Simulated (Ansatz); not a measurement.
# What PtC (model cell, started as NiAs type) distorts into, part 2 of 2

Aim: this structure of PtC (model cell, started as NiAs type) is to be tested for unstable modes, and one is followed downhill.

Ansatz 0.2.0; DFT PBEsol, scalar-relativistic, plane waves, PAW.

So far, highest frequency on the path or at a solved wavevector (cm⁻¹): step 2 (response at finite wavevector) 569. Also lowest frequency on the path (cm⁻¹): step 2 -342.

The structure was built from a prototype and need not be the compound's stable phase.

### 6. Relaxation from the frozen mode

Starting from the lowest point found, all atoms and the cell are let go, so that strain and other modes of the same symmetry can join in.

The input, input.yaml:

```yaml
crystal:
  lattice:
    - [3.1153338582, -3.085e-06, 0.0]
    - [-1.5576642574, 2.697959805, 0.0]
    - [0.0, 0.0, 5.186655658]
  atoms:
    - { symbol: Pt, position: [0.0, 0.0, 0.0026115165] }
    - { symbol: Pt, position: [0.0, 0.0, 0.5026115165] }
    - { symbol: C, position: [0.3333333333, 0.6666666667, 0.2075834575] }
    - { symbol: C, position: [0.6666666667, 0.3333333333, 0.7075834575] }
kpoints:
  mp_grid: { grid: [15, 15, 8] }
hamiltonian:
  xc: pbesol
scf:
  occupations: { method: methfessel_paxton, width: 0.15 }
output:
  forces: true
  stress: true
  eigenvalues: true
relax:
  adjacent_minimum: "off"
  f_tol: 0.002
  max_steps: 120
  cell: { stress_tol: 0.03 }
```

The run is started by

```bash
ansatz run input.yaml --threads 4 --pin off --max-ram 7168MiB --backend cpu --events-out ev --progress --plain --runs-dir out
```

Numbers of over 12 decimals in the logs are rounded to 6 here.

What it wrote:

```text
[...]
Crystal: 4 atoms, lattice volume = 43.594 Å³
Basis set: ecut = 420 eV, 869 PW (Γ), exchange–correlation on 48×48×72 points (8 copies of the dense FFT grid, shifted against one another)
Bands: 27, of which v1, the nominal top of the filled ones, is band 22 counted from 1 (21 counted from 0)
Symmetry: 12 space group operations
[...]
k-points: 135 of 1800 (time reversal used)
[...]
SCF iter   1: F=—  HF=-25256.293466 eV  |F-HF|=—  |Δ(HF+E_count)|=         —  Δρ=9.42e-3  dr2=2.81e-2  ethr=1.77e-3  ⟨swp⟩=5.2  Hψ=14162  notcnv=0
[...]
SCF iter   6: F=-25256.288157 eV  HF=-25256.288157 eV  |F-HF|=8.90e-9  |Δ(HF+E_count)|=   2.63e-7  S|Δr|=    0.00e0  Δρ=9.80e-6  dr2=2.29e-8  ethr=2.27e-10  ⟨swp⟩=5.3  Hψ=16485  notcnv=0
SCF 1 converged in 6 iterations: F = -25256.288157 eV  dr2 = 2.29e-8
[...]
relax step   1: F+E_penalty+E_count = -25256.28815666 eV  Δ(F+E_penalty+E_count) = +0.000e0 eV  max|allowed force component| = 1.728e-1 eV/Å  Δτ_max = 0.0000 Å  P = +5.642 GPa  Ω = 43.594 Å³  (6 SCF iters, dr2 threshold 1.00e-7 eV, accepted)
Crystal: 4 atoms, lattice volume = 44.540 Å³
Basis set: ecut = 420 eV, 893 PW (Γ), exchange–correlation on 48×48×72 points (8 copies of the dense FFT grid, shifted against one another)
[...]
SCF iter   6: F=-25256.353841 eV  HF=-25256.353841 eV  |F-HF|=1.86e-9  |Δ(HF+E_count)|=   6.38e-8  S|Δr|=    0.00e0  Δρ=1.26e-5  dr2=5.75e-8  ethr=9.09e-10  ⟨swp⟩=4.8  Hψ=13755  notcnv=0
SCF 2 converged in 6 iterations: F = -25256.353841 eV  dr2 = 5.75e-8
relax step   2: F+E_penalty+E_count = -25256.35384064 eV  Δ(F+E_penalty+E_count) = -6.568e-2 eV  max|allowed force component| = 4.828e-1 eV/Å  Δτ_max = 0.0057 Å  P = -1.890 GPa  Ω = 44.540 Å³  energy of the carried Pulay correction = -1.679e-3 eV  (6 SCF iters, dr2 threshold 4.00e-7 eV, accepted)
Crystal: 4 atoms, lattice volume = 44.594 Å³
Basis set: ecut = 420 eV, 871 PW (Γ), exchange–correlation on 48×48×72 points (8 copies of the dense FFT grid, shifted against one another)
[...]
SCF iter   5: F=-25256.376280 eV  HF=-25256.376280 eV  |F-HF|=4.61e-8  |Δ(HF+E_count)|=   1.72e-6  S|Δr|=    0.00e0  Δρ=2.71e-5  dr2=2.04e-7  ethr=9.09e-10  ⟨swp⟩=3.1  Hψ=15317  notcnv=0
SCF 3 converged in 5 iterations: F = -25256.376280 eV  dr2 = 2.04e-7
relax step   3: F+E_penalty+E_count = -25256.37628030 eV  Δ(F+E_penalty+E_count) = -2.244e-2 eV  max|allowed force component| = 3.557e-1 eV/Å  Δτ_max = 0.0120 Å  P = -1.077 GPa  Ω = 44.594 Å³  energy of the carried Pulay correction = -1.774e-3 eV  (5 SCF iters, dr2 threshold 4.00e-7 eV, accepted)
[... from here on, the SCF cycles and remarks between the steps are left out ...]
relax step   4: F+E_penalty+E_count = -25256.40801298 eV  Δ(F+E_penalty+E_count) = -3.173e-2 eV  max|allowed force component| = 5.439e-1 eV/Å  Δτ_max = 0.0535 Å  P = +4.884 GPa  Ω = 44.986 Å³  energy of the carried Pulay correction = -2.458e-3 eV  (6 SCF iters, dr2 threshold 4.00e-7 eV, accepted)
relax step   5: F+E_penalty+E_count = -25256.42505282 eV  Δ(F+E_penalty+E_count) = -1.704e-2 eV  max|allowed force component| = 6.769e-2 eV/Å  Δτ_max = 0.0181 Å  P = +0.983 GPa  Ω = 45.077 Å³  energy of the carried Pulay correction = -2.616e-3 eV  (5 SCF iters, dr2 threshold 4.00e-7 eV, accepted)
relax step   6: F+E_penalty+E_count = -25256.43904042 eV  Δ(F+E_penalty+E_count) = -1.399e-2 eV  max|allowed force component| = 2.598e-2 eV/Å  Δτ_max = 0.0023 Å  P = +0.796 GPa  Ω = 45.169 Å³  energy of the carried Pulay correction = -2.776e-3 eV  (5 SCF iters, dr2 threshold 4.00e-7 eV, accepted)
relax step   7: F+E_penalty+E_count = -25256.43914090 eV  Δ(F+E_penalty+E_count) = -1.005e-4 eV  max|allowed force component| = 2.249e-3 eV/Å  Δτ_max = 0.0005 Å  P = -0.212 GPa  Ω = 45.343 Å³  energy of the carried Pulay correction = -3.078e-3 eV  (4 SCF iters, dr2 threshold 4.00e-7 eV, accepted)
relax step   8: F+E_penalty+E_count = -25256.43927503 eV  Δ(F+E_penalty+E_count) = -1.341e-4 eV  max|allowed force component| = 2.203e-3 eV/Å  Δτ_max = 0.0006 Å  P = +0.012 GPa  Ω = 45.290 Å³  energy of the carried Pulay correction = -2.986e-3 eV  (4 SCF iters, dr2 threshold 1.79e-7 eV, accepted)
relax step   9: F+E_penalty+E_count = -25256.43926512 eV  Δ(F+E_penalty+E_count) = +9.912e-6 eV  max|allowed force component| = 4.122e-4 eV/Å  Δτ_max = 0.0002 Å  P = +0.001 GPa  Ω = 45.297 Å³  energy of the carried Pulay correction = -2.997e-3 eV  (4 SCF iters, dr2 threshold 2.88e-9 eV, accepted)
relax step  10: F+E_penalty+E_count = -25256.45124660 eV  Δ(F+E_penalty+E_count) = -1.198e-2 eV  max|allowed force component| = 4.131e-4 eV/Å  Δτ_max = 0.0000 Å  P = +0.346 GPa  Ω = 45.297 Å³  stress off target by 9.66e-1 GPa  SCF on the basis re-selected at this cell (its energy is not comparable with the rows above)  (6 SCF iters)
relax step  11: F+E_penalty+E_count = -25256.45159853 eV  Δ(F+E_penalty+E_count) = -3.519e-4 eV  max|allowed force component| = 3.050e-3 eV/Å  Δτ_max = 0.0010 Å  P = +0.005 GPa  Ω = 45.385 Å³  energy of the carried Pulay correction = -1.527e-4 eV  (4 SCF iters, dr2 threshold 4.00e-7 eV, accepted)
relax step  12: F+E_penalty+E_count = -25256.45158903 eV  Δ(F+E_penalty+E_count) = +9.500e-6 eV  max|allowed force component| = 1.812e-4 eV/Å  Δτ_max = 0.0002 Å  P = -0.003 GPa  Ω = 45.392 Å³  energy of the carried Pulay correction = -1.659e-4 eV  (4 SCF iters, dr2 threshold 6.04e-9 eV, accepted)
[...]
SCF iter   5: F=-25256.451741 eV  HF=-25256.451741 eV  |F-HF|=1.82e-11  |Δ(HF+E_count)|=  2.55e-11  S|Δr|=    0.00e0  Δρ=1.06e-7  dr2=5.13e-12  ethr=1.00e-12  ⟨swp⟩=5.0  Hψ=14885  notcnv=0
SCF 13 converged in 5 iterations: F = -25256.451741 eV  dr2 = 5.13e-12
relax step  13: F+E_penalty+E_count = -25256.45174057 eV  Δ(F+E_penalty+E_count) = -1.515e-4 eV  max|allowed force component| = 1.857e-4 eV/Å  Δτ_max = 0.0000 Å  P = -0.004 GPa  Ω = 45.392 Å³  stress off target by 8.90e-3 GPa  SCF on the basis re-selected at this cell (its energy is not comparable with the rows above)  (5 SCF iters)
[...]
SCF converged after 5 iterations
[...]
Free energy (F): -25256.451741 eV
[...]
Internal energy: -25256.453826 eV  (E = F + TS)
E sigma→0 (E₀):  -25256.452262 eV
Entropy (-TS):   0.002085 eV (0.521 meV/atom)
Fermi energy:    19.126971 eV
[...]
--- Forces (eV/Å), atoms counted from 1 ---
  atom   1  Pt     0.00000000    -0.00000000     0.00018561
  atom   2  Pt    -0.00000000     0.00000000     0.00018561
  atom   3  C     -0.00000000     0.00000000    -0.00018576
  atom   4  C      0.00000000    -0.00000000    -0.00018576
  max |Σ_I F_I| component: 3.05e-7 eV/Å
--- Stress (GPa, compression-positive) ---
       -0.008904      -0.000000       0.000000
       -0.000000      -0.008904       0.000000
        0.000000       0.000000       0.006665
  P = ⅓ Tr σ = -0.0037 GPa (-0.037 kbar)
--- Band table (eV; the first three rows and the last of 135) ---
  k-point 0: bands = [... 18 lower, 16.4107, 16.4107, 18.7015, 19.4279, 20.9377, 20.9377, 23.7454, 24.1258, ... 1 higher]
  k-point 1: bands = [... 18 lower, 16.3358, 16.3358, 18.5875, 19.2136, 21.0759, 21.0759, 24.0075, 24.0075, ... 1 higher]
  k-point 2: bands = [... 18 lower, 16.1401, 16.1401, 18.3255, 18.7423, 21.4528, 21.4528, 23.6738, 23.6738, ... 1 higher]
  k-point 134: bands = [... 18 lower, 16.7584, 16.7584, 17.9356, 17.9356, 19.7504, 19.7504, 22.9461, 22.9461, ... 1 higher]
--- Relaxed structure (11 steps of the walk, 11 accepted, 2 SCFs on fresh bases) ---
  F+E_penalty+E_count = -25256.45174057 eV   max|allowed force component| = 1.857e-4 eV/Å   (the final SCF, on the basis selected at the relaxed cell)
  cell:  # Å, volume = 45.3922 Å³
    - [3.022812, -2.9933851641244075e-6, -1.9327836426025343e-17]
    - [-1.511403, 2.617833, 1.0504542435986711e-17]
    - [-3.2178518172594784e-17, 1.6160792456008285e-18, 5.736251]
  atoms:
    - { symbol: Pt, position: [-1.3486416116697633e-18, 0, 0.013556] }
    - { symbol: Pt, position: [-1.3486416116697566e-18, 0, 0.513556] }
    - { symbol: C, position: [0.333333, 0.666667, 0.196639] }
    - { symbol: C, position: [0.666667, 0.333333, 0.696639] }
```

Elapsed: 36 s, on 4 threads of Intel Xeon 6975P-C (Granite Rapids), shared host; peak memory 0.55 GiB; 1.8 min of CPU time.

Relaxation path:

```tsv
step	energy less that of the first step (eV)	largest force component (eV/Å)	pressure (GPa)	volume (Å³)
1	0.0000	0.1728	5.64	43.59
2	-0.0657	0.4828	-1.89	44.54
3	-0.0881	0.3557	-1.08	44.59
4	-0.1199	0.5439	4.88	44.99
5	-0.1369	0.0677	0.98	45.08
6	-0.1509	0.0260	0.80	45.17
7	-0.1510	0.0022	-0.21	45.34
8	-0.1511	0.0022	0.01	45.29
9	-0.1511	0.0004	0.00	45.30
10*	-0.1631	0.0004	0.35	45.30
11	-0.1634	0.0031	0.01	45.38
12	-0.1634	0.0002	0.00	45.39
13*	-0.1636	0.0002	0.00	45.39
```

Relaxation steps marked * repeat the geometry before them on a plane-wave basis chosen anew for their cell, so energy and pressure can jump there.

Forces are held to the 12 operations that the run works with; a distortion that breaks them can't arise in this run.

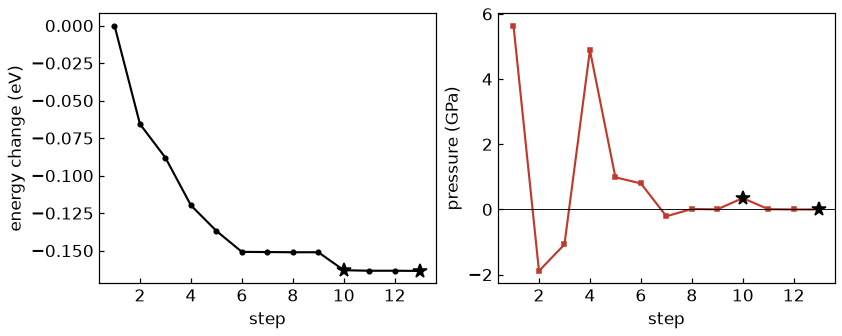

Energy and pressure along the relaxation. Stars mark steps on a basis chosen anew.

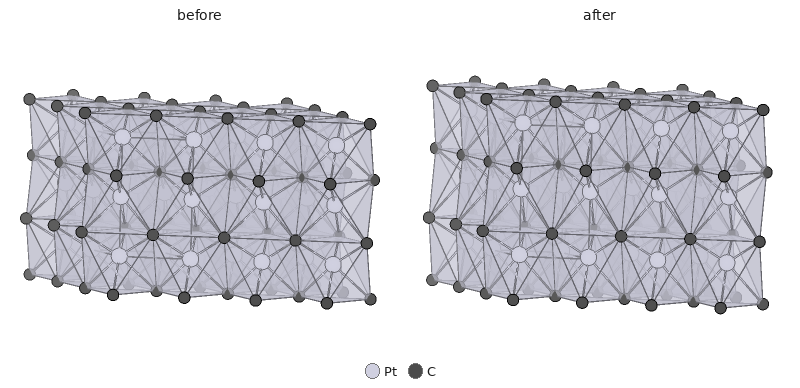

The structure before and after the relaxation, drawn at the same scale.

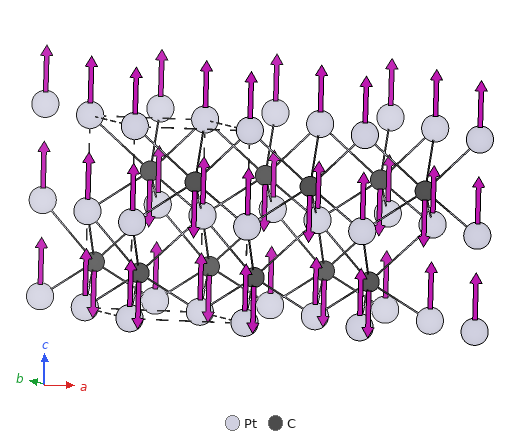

Displacements in the relaxation, exaggerated, measured against the changing cell; the longest in the cell stands for 0.06 Å. Bonds to atoms that aren't drawn are left out. 3×2×1 cells are drawn. Some periodic images of atoms are drawn too.

```tsv
conventional cell, symmetrised	before	after	change
a (Å)	3.115	3.023	-3.0 %
b (Å)	3.115	3.023	-3.0 %
c (Å)	5.187	5.736	+10.6 %
volume (Å³/atom)	10.90	11.35	+4.1 %
```

The atoms that moved most (Å, as changes of fractional coordinates times the final cell):

```tsv
atom	dx	dy	dz	length
C4	0.000	0.000	-0.063	0.063
Pt1	0.000	0.000	0.063	0.063
Pt2	0.000	0.000	0.063	0.063
C3	0.000	0.000	-0.063	0.063
```

The relaxed structure:

```xyz
4
Lattice="3.0228 0.0000 0.0000 -1.5114 2.6178 0.0000 0.0000 0.0000 5.7363" Properties=species:S:1:pos:R:3 pbc="T T T"
Pt    0.0000    0.0000    0.0778
Pt    0.0000    0.0000    2.9459
C     0.0000    1.7452    1.1280
C     1.5114    0.8726    3.9961
```

Numbers from this step:

| Property | Result |
| --- | --- |
| pressure | -0.003714 GPa |
| volume per atom | 11.35 Å³ |

The distorted start has space group P6_3mc; the relaxation ends in P6_3mc.

### 7. Modes of the new phase

A relaxed structure may still be a saddle point, so its zone-centre modes are computed. No field response is asked, since the mesh shows no gap.

input.yaml, the sections that differ from step 6:

```yaml
crystal:
  lattice:
    - [3.0228116227, -2.9934e-06, 0.0]
    - [-1.511403219, 2.6178331528, 0.0]
    - [0.0, 0.0, 5.7362507132]
  atoms:
    - { symbol: Pt, position: [0.0, 0.0, 0.013555981] }
    - { symbol: Pt, position: [0.0, 0.0, 0.513555981] }
    - { symbol: C, position: [0.3333333333, 0.6666666667, 0.196638993] }
    - { symbol: C, position: [0.6666666667, 0.3333333333, 0.696638993] }
output:
  eigenvalues: true
phonons:
  method: dfpt
# kpoints, hamiltonian, scf: as in step 6
# relax: removed
```

What it wrote:

```text
[...]
Crystal: 4 atoms, lattice volume = 45.392 Å³
Basis set: ecut = 420 eV, 847 PW (Γ), exchange–correlation on 48×48×80 points (8 copies of the dense FFT grid, shifted against one another)
Bands: 27, of which v1, the nominal top of the filled ones, is band 22 counted from 1 (21 counted from 0)
Symmetry: 12 space group operations
k-points: 488 of 1800 (irreducible under 2 space group operations, time reversal used)
[...]
SCF iter   1: F=—  HF=-25256.464361 eV  |F-HF|=—  |Δ(HF+E_count)|=         —  Δρ=1.38e-2  dr2=5.46e-2  ethr=1.77e-3  ⟨swp⟩=5.2  Hψ=50469  notcnv=0
[...]
SCF iter   9: F=-25256.451741 eV  HF=-25256.451741 eV  |F-HF|=0.00e0  |Δ(HF+E_count)|=  1.82e-11  S|Δr|=    0.00e0  Δρ=9.11e-8  dr2=3.09e-12  ethr=1.00e-12  ⟨swp⟩=7.6  Hψ=59100  notcnv=0
SCF 1 converged in 9 iterations: F = -25256.451741 eV  dr2 = 3.09e-12
[...]
DFPT response loops at Γ: preconditioner auto → Kerker (q_TF=auto, 2.714 Å⁻¹) (partly filled bands, converged f_vac=0.000); β = 1.00, the filter's whole step (`scf.mixing.beta` (0.50) is not read by the response loops under this deck's `scf.mixing.preconditioner`; to damp them name `kerker` or `kerker_dos`, under which they read `scf.mixing.beta`, and type it under 1.00, their step now; both keys bind the ground state too); Broyden in place of MSR1
SCF converged after 9 iterations
[...]
Free energy (F): -25256.451741 eV
[...]
Internal energy: -25256.453826 eV  (E = F + TS)
E sigma→0 (E₀):  -25256.452262 eV
Entropy (-TS):   0.002085 eV (0.521 meV/atom)
Fermi energy:    19.126970 eV
[...]
--- Band table (eV; the first three rows and the last of 488) ---
  k-point 0: bands = [... 18 lower, 16.4107, 16.4107, 18.7015, 19.4279, 20.9377, 20.9377, 23.7454, 24.1258, ... 1 higher]
  k-point 1: bands = [... 18 lower, 16.3358, 16.3358, 18.5875, 19.2136, 21.0759, 21.0759, 24.0075, 24.0075, ... 1 higher]
  k-point 2: bands = [... 18 lower, 16.1401, 16.1401, 18.3255, 18.7423, 21.4528, 21.4528, 23.6738, 23.6738, ... 1 higher]
  k-point 487: bands = [... 18 lower, 15.9992, 17.1976, 17.6541, 18.2321, 19.6094, 21.3792, 21.9760, 22.7994, ... 1 higher]
--- Phonons (Γ-DFPT): 4 representative perturbations + reference, on 488 of 1800 k-points (Σ response iterations 14) ---
  k mesh reduced under 2 symmetry operations, with k and −k counted as one. Each operation leaves every solved perturbation unchanged. A smaller set is not used because it would not reduce the number of displacements times k-points to solve
  ASR residual: 3.903e-5 → 0.000e0 eV/Å²; symmetrization residual: 1.788e-4 eV/Å²
  ASR residual per site (eV/Å²): 3.90e-5 3.90e-5 1.93e-5 1.93e-5
[...]
non-analytic LO–TO correction: not included (Born effective charges unavailable; polar crystals: no LO–TO splitting at Γ)
```

The job ended after 59 s (4 threads; peak memory 1.8 GiB).

Numbers from this step:

```yaml
sum_rule_residual_before_enforcement: 3.90e-5 eV/Å²
point_group: 6mm
highest_optical_mode_at_the_zone_centre_no_lo_to_term: 606.7 cm⁻¹
lowest_optical_zone_centre_mode: -38.56 cm⁻¹
```

Patterns of degenerate modes are one choice out of their space. Modes at Γ, with each element's share of the kinetic energy (negative means imaginary):

```tsv
mode	frequency (cm⁻¹)	symmetry	Pt %	C %
1	-38.6	E2	94	6
2	-38.6	E2	94	6
3	0.0	acoustic	94	6
4	0.0	acoustic	94	6
5	0.0	acoustic	94	6
6	173.5	B1	96	4
7	530.2	E2	6	94
8	530.2	E2	6	94
9	547.9	A1	6	94
10	578.1	E1	6	94
11	578.1	E1	6	94
12	606.7	B1	4	96
```

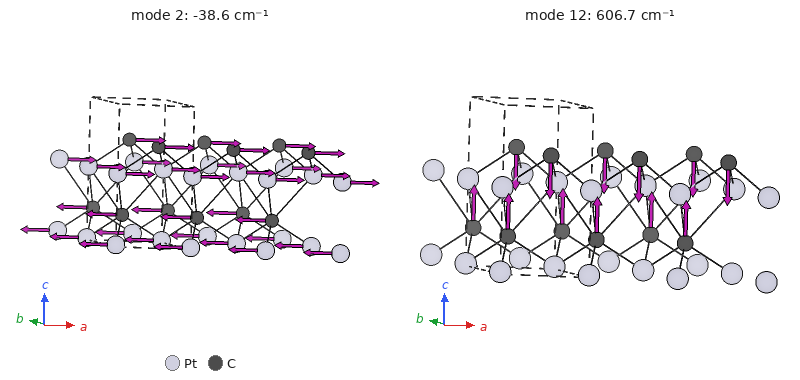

Displacement patterns of modes 2 and 12 at Γ; arrows are exaggerated. Bonds to atoms that aren't drawn are left out. 3×2×1 cells are drawn. Some periodic images of atoms are drawn too.

Before it was imposed, the acoustic sum rule was missed by 3.9e-5 eV/Å². Small misses are needed for a sound result but don't prove that mesh and cutoff are converged. The lowest optical mode is imaginary, 38.6i cm⁻¹, so the energy falls along it.

### 8. Outcome

* unstable mode of the parent: q = (0, 0, 0), 342i cm⁻¹
* depth at the lowest point sampled: 37.5 meV/atom
* largest atomic shift at that point: 0.22 Å
* space group reached (within 0.01 Å): P6_3mc
* energy gained over the parent (first relaxation, on the mesh of the frozen mode): 78.6 meV/atom
* volume per atom, phase reached: 11.3 Å³
* lowest optical zone-centre mode, phase reached: -38.6 cm⁻¹
* highest optical mode at the zone centre (no LO-TO term), phase reached: 607 cm⁻¹

**Reading.** Along this mode the structure falls into P6_3mc, 78.6 meV/atom below the parent. At the parent's cell the well is 37.51 meV/atom deep on the steps tried, with its lowest point at a shift of 0.22 Å. Relaxing atoms and cell changes the gain by +41.09 meV/atom against the lowest step (energies at zero smearing). The new phase still has an imaginary mode at the zone centre of its cell, so it is a saddle point on the way to a lower structure. Of the 2 patterns followed to their end from this parent, this one ends 3.86 meV/atom above the lowest, C2/m. Each path keeps the symmetry of its pattern, so a lower phase may lie along a pattern not tried. With no gap, or one that is small against the smearing, the frequencies hang on the k mesh and the smearing, most of all near Kohn anomalies. Spin-orbit coupling is left out, which can matter for the heavy elements here. The starting cell was built on a prototype and not taken from a measurement, so the phase need not exist.

[Logs are printed without paths, hosts, clocks, repeated set-up lines and the standing remarks that a program may print on its own settings, such as how far it seeks lower states.]

[Hosts, paths, dates, database ids (printed as entryN), source tags and the programs' standing remarks are cut or masked in the printed files.]
